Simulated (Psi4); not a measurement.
# SbH2I (SMILES [H][Sb]([H])[I]): a first try and a second

Aim: the energy in a field of SbH2I at LC-BOP/STO-6G (electric field (0, 0.01, 0) a.u.).

The calculation is run with Psi4 1.11.

## Step 1: The structure to begin with

The species is SbH2I (4 atoms), meant as a singlet with charge 0. As SMILES, `[H][Sb]([H])[I]`. Geometry: a GFN2-xTB relaxation, a rough one for these elements and not checked as a minimum.

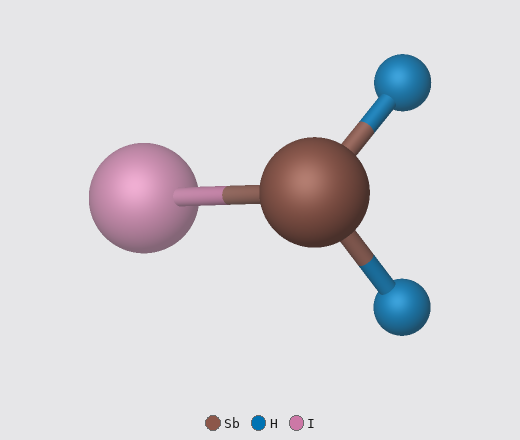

Viewed from a chosen angle; antimony brown, hydrogen blue, iodine pink.

## Step 2: First attempt

File input.dat:

```
memory 1600 mb

molecule molecule1 {
  0 1
  Sb     0.103120     0.190920     0.878310
  H      1.480610     0.166700    -0.122450
  H     -0.544890     1.386340    -0.146150
  I     -1.038840    -1.743960    -0.609710
  units angstrom
  symmetry c2h
  no_reorient
  no_com
}

set basis STO-6G
set perturb_h true
set perturb_with dipole
set perturb_dipole [0.0, 0.01, 0.0]
set scf_type pk

energy("lc-bop")
```

On the command line:

```sh
$ psi4 -i input.dat -o output.dat -n 1
```

output.dat:

```text
Psi4 1.11 release

RuntimeError:
Fatal Error: User specified point group (C2h(Z)) is not a subgroup of the highest detected point group (C1). If this is because the symmetry increased, try to start the calculation again from the last geometry, after checking any symmetry-dependent input, such as DOCC.

Printing out the relevant lines from the Psithon --> Python processed input file:
    from psi4.driver.wrapper_database import database, db, DB_RGT, DB_RXN
    from psi4.driver.wrapper_autofrag import auto_fragments
    psi4_io = core.IOManager.shared_object()
    core.set_memory_bytes(1600000000)

--> molecule1 = geometry("""
      0 1
      Sb     0.103120     0.190920     0.878310
      H      1.480610     0.166700    -0.122450
      H     -0.544890     1.386340    -0.146150
      I     -1.038840    -1.743960    -0.609710

!----------------------------------------------------------------------------------!
!                                                                                  !
! Fatal Error: User specified point group (C2h(Z)) is not a subgroup of the        !
!     highest detected point group (C1). If this is because the symmetry           !
!     increased, try to start the calculation again from the last geometry, after  !
!     checking any symmetry-dependent input, such as DOCC.                         !
!                                                                                  !
!----------------------------------------------------------------------------------!

    Psi4 run time: 0:00:00.00
```

It took 0.68 s on 1 thread of Intel Xeon 6975P-C (Granite Rapids), shared host; peak memory 0.13 GiB.

## Step 3: What went wrong

The input was rejected.

The telling line is `Fatal Error: User specified point group`. Cause: the symmetry typed doesn't match the structure or state. To mend it: symmetry c1 in place of c2h.

## Step 4: Second attempt

File job.in:

```
memory 1600 MB

molecule {
  0 1
  Sb     0.103120     0.190920     0.878310
  H      1.480610     0.166700    -0.122450
  H     -0.544890     1.386340    -0.146150
  I     -1.038840    -1.743960    -0.609710
  units angstrom
  symmetry c1
  no_reorient
  no_com
}

set {
  basis STO-6G
  perturb_h true
  perturb_with dipole
  perturb_dipole [0.0, 0.01, 0.0]
  scf_type pk
}

e_tot, wfn = energy("lc-bop", return_wfn=True)
```

On the command line:

```sh
$ psi4 job.in job.out -n 1
```

job.out:

```text
[...]
  Running in c1 symmetry.
[...]
  Nuclear repulsion =  578.699119938021113
[...]
  Multiplicity = 1
[...]
  Nalpha       = 53
  Nbeta        = 53
[...]
    Number of basis functions: 56
[...]
   @RKS iter   1: -13173.46891709093325   -3.10366e+00   6.31094e-03 ADIIS/DIIS
[...]
   @RKS iter   6: -13173.58539973235020   -1.74368e-08   2.98523e-07 DIIS
[...]
    Orbital Energies [Eh]
    ---------------------
    Doubly Occupied:
       1A   -1162.770170     2A   -1071.920233     3A   -170.071224
       4A   -164.355665     5A   -164.353735     6A   -164.353703
       7A   -154.603532     8A   -149.071052     9A   -149.070853
      10A   -149.069925    11A    -31.447319    12A    -30.585162
      13A    -30.579094    14A    -30.578983    15A    -27.791054
      16A    -26.753960    17A    -26.753003    18A    -26.749976
      19A    -22.003777    20A    -22.002442    21A    -22.002368
      22A    -21.998415    23A    -21.998414    24A    -18.685279
      25A    -18.685204    26A    -18.683174    27A    -18.682634
      28A    -18.681926    29A     -5.326233    30A     -4.519002
      31A     -4.499600    32A     -4.499184    33A     -4.419009
      34A     -3.598404    35A     -3.594711    36A     -3.583468
[...]
  @RKS Final Energy: -13173.58539973235020
   => Energetics <=
    Nuclear Repulsion Energy =            578.6991199380211128
    One-Electron Energy =              -19321.6438685973625979
    Two-Electron Energy =                5887.6328083212310958
    DFT Exchange-Correlation Energy =    -318.2734593942410015
    Empirical Dispersion Energy =           0.0000000000000000
    VV10 Nonlocal Energy =                  0.0000000000000000
    Total Energy =                     -13173.5853997323501972
[...]
 Multipole Moments:
 ------------------------------------------------------------------------------------
     Multipole            Electronic (a.u.)      Nuclear  (a.u.)        Total (a.u.)
 ------------------------------------------------------------------------------------
 L = 1.  Multiply by 2.5417464519 to convert [e a0] to [Debye]
 Dipole X            :         92.7163925          -92.3389727            0.3774198
 Dipole Y            :        153.7808673         -153.3322266            0.4486407
 Dipole Z            :        -23.0490042           23.0746520            0.0256479
 Magnitude           :                                                    0.5868407
[...]
```

It took 11 s on 1 thread of Intel Xeon 6975P-C (Granite Rapids), shared host; peak memory 0.29 GiB.

## Step 5: Results

Level: LC-BOP/STO-6G (electric field (0, 0.01, 0) a.u.).

```
     quantity            value
 total energy  -13173.58540 Eh
dipole moment           1.49 D
HOMO–LUMO gap         10.93 eV
```

What this shows: Relativity is left out although the molecule holds a heavy atom.
